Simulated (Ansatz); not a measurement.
```xyz
5

Br    0.4734   -0.7124    2.5875
Ge    2.1806   -0.3388    0.6142
N     0.9319   -0.3246   -0.8852
O     1.6069   -1.6416   -0.5971
H    -0.0004   -0.4550   -0.4708
```

Geometry: B3LYP-D3(BJ)/def2-SVPD.

Method: Ansatz, isolated molecule in a Gaussian basis; Kohn-Sham density functional theory, functional PBE0.

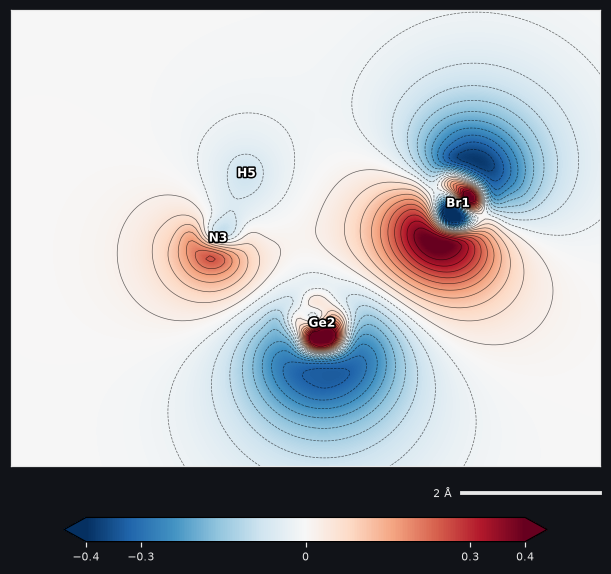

BrGeHNO (SMILES [Br][Ge-]1[NH][O]1) (charge −1). The HOMO−1 on the plane of atoms Ge2, N3 and H5 (values in Å⁻³ᐟ²; the overall sign is arbitrary).

### Where does this orbital lie, and at what energy?

It lies mainly on Ge2 (about 45 %), Br1 (about 40 %) and O4 (about 10 %). Its energy is −2.52 eV.
